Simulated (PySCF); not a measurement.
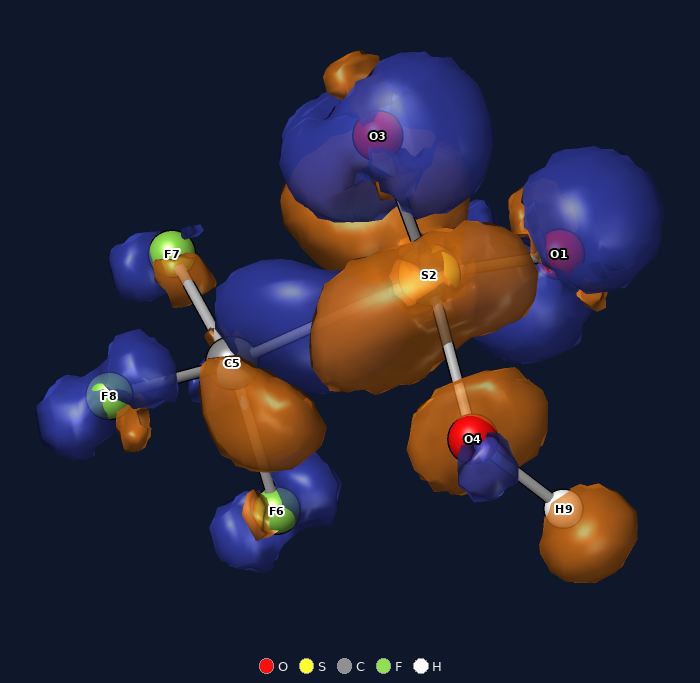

Figure. CHF$_{3}$O$_{3}$S, SMILES `O=S(=O)(O)C(F)(F)F`. Unrelaxed difference density of T₃ less the ground state (TDA triplet states), ±0.03 e/Å³; orange: gain, blue: loss.

Level of theory: PBE0/6-31G* (PySCF), at a geometry from GFN2-xTB. No frequency check shows the geometry to be a minimum. GFN2-xTB bond lengths at metals and heavier atoms can be off by up to 0.1 Å and shapes distorted, which carries into these values. Without diffuse functions Rydberg states are missing, so the states' numbers hold for this basis only.

Geometry (Å), atoms numbered from 1:

```
O1       1.2762    0.0323   -1.3949
S2       0.8647    0.1488   -0.0414
O3       1.2429    1.2504    0.7553
O4       1.1910   -1.2018    0.7167
C5      -0.9977    0.0108   -0.0045
F6      -1.3276   -1.1487   -0.5666
F7      -1.5647    0.9954   -0.6802
F8      -1.4366    0.0219    1.2422
H9       1.4303   -1.9098    0.1124
```

How does the charge move on excitation?

Answer. 0.56 e is displaced in all, of which about 0.3 e passes between atoms: O1 (0.14 e) and O3 (0.14 e) lose electrons and S2 (0.17 e) and H9 (0.08 e) gain them. The state: 8.59 eV (144 nm), spin-forbidden from the singlet ground state; the leading pair carries 85 %; hole on O3 (27 %), O1 (26 %) and S2 (16 %), electron on S2 (33 %), O3 (13 %) and O1 and O4 (12 % each); their centroids lie 0.4 Å apart.
